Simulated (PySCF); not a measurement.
# CH6NO2, charge +1, SMILES `[NH4+].OC=O`: electronic structure

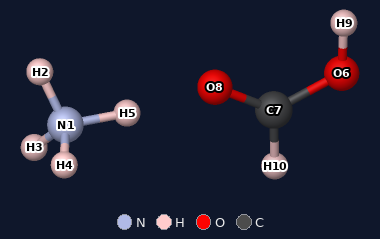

The molecule, with its atoms numbered as below.

Coordinates in Å:

```
N1      -2.5795    0.0035    0.0012
H2      -2.9236    0.9081   -0.3332
H3      -2.9168   -0.7403   -0.6150
H4      -2.9144   -0.1567    0.9549
H5      -1.4995    0.0271   -0.0023
O6       2.2640    0.0992    0.0019
C7       1.0781   -0.3957   -0.0006
O8       0.0419    0.2420   -0.0032
H9       2.2953    1.0750    0.0011
H10      1.0997   -1.4941    0.0006
```

Part 1: Weak contacts

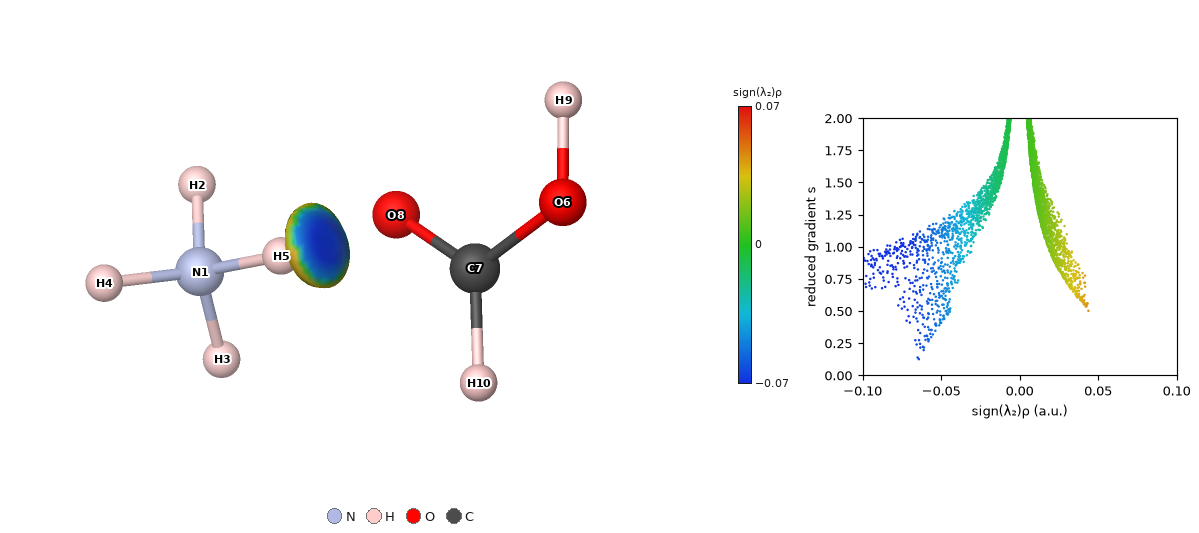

Non-covalent interaction surfaces between the fragments (reduced density gradient s = 0.6, coloured by sign(λ₂)ρ in a.u.; trimmed to the region between the fragments where ρ is under 0.1 a.u.). Fragment A: NH4(+1) (atoms 1–5); fragment B: H2CO2. The plot gives s against sign(λ₂)ρ for grid points between the fragments.

Method: BP86/def2-SVP; geometry: GFN2-xTB; program: PySCF.

Question: Interpret the surfaces between the fragments.

Answer: Bond critical points between the fragments: H5···O8, hydrogen bond, 1.56 Å, ρ = 0.065 a.u. It appears blue (attractive, sign(λ₂)ρ well below zero). The pose is a local one from a semi-empirical search, not shown to be the most stable. With a charged fragment, long-range electrostatics, which these surfaces don't show, weighs heavily in the interaction energy.

Question: How strongly are they bound?

Answer: The counterpoise-corrected interaction energy of the frozen fragments is −25.7 kcal/mol without dispersion correction and −27.0 kcal/mol with D3(BJ). The pair geometry is semi-empirical, not a minimum at this level.

Part 2: Binding density

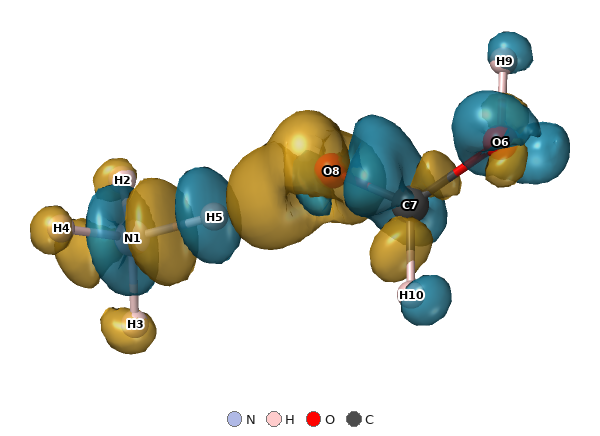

Density of the complex less the densities of the two fragments at the same geometry, ±0.02 e/Å³ (yellow: gain, teal: loss). Fragment A: NH4(+1) (atoms 1–5); fragment B: H2CO2.

Question: How is the density rearranged on binding?

Answer: Hirshfeld charges show 0.088 e passing from B to A. By Hirshfeld charges, electrons gather most on O8 (−0.057 e) and leave O6 most (+0.054 e); 0.26 e is displaced in all.

Part 3: Excited states

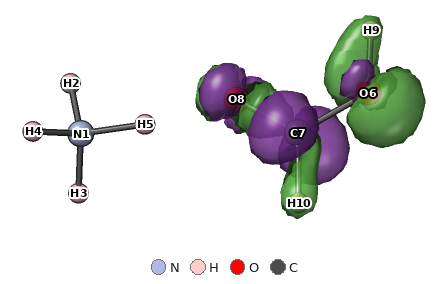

Unrelaxed difference density of S₂ less the ground state (TDA singlet states), ±0.1 e/Å³; purple: gain, green: loss.

Level of theory: ωB97X/def2-SVP (PySCF), at a geometry from GFN2-xTB. Without diffuse functions Rydberg states are missing, so the states' numbers hold for this basis only.

Question: How does the charge move on excitation?

Answer: 0.74 e is displaced in all, of which about 0.4 e passes between atoms: O6 (0.35 e) and H9 (0.05 e) lose electrons and C7 (0.36 e) and O8 (0.07 e) gain them. The state: 9.30 eV (133 nm), f = 0.006; the leading pair carries 100 %; hole on O6 (52 %), O8 (19 %) and C7 (14 %), electron on C7 (50 %), O8 (26 %) and O6 (17 %); their centroids lie 0.6 Å apart.

The PySCF runs shown took 22 s and 2.5 min on 1 thread of Arm Neoverse V1, with other jobs on the host.
